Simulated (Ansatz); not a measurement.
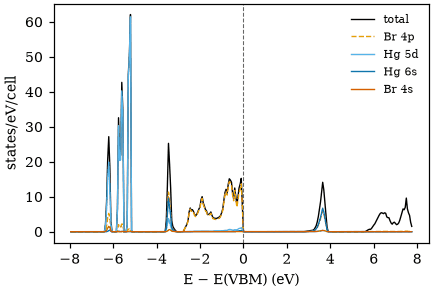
Figure. Total and projected density of states of HgBr$_{2}$ in space group Cmc2_1 (No. 36; Hg on 4a, Br on 4a, Br on 4a), r²SCAN+D4 (plane waves, PAW; program Ansatz)

Which orbitals carry the states next to the gap?

Top 1 eV of the valence band: Br 4p 93 %, Hg 5d 5 %. Bottom 1 eV of the conduction band: Hg 6s 47 %, Br 4p 43 %. Projections are on Löwdin-orthogonalised atomic valence shells; empty p or d shells of many metals are not among them.

Where is the tallest occupied peak in this window, and what makes it?

Near -5.2 eV, about 62 states/eV per cell; the largest projected share is Hg 5d.

The workflow started from an entry of the Crystallography Open Database (COD). Its standing as an ambient phase is unchecked. Symmetry was held in the r²SCAN+D4 relaxation; its stability against distortions is not shown here. Scalar-relativistic: spin–orbit coupling is off unless named, which matters more the heavier the elements.

Potentials: the later of the program's two PAW sets.
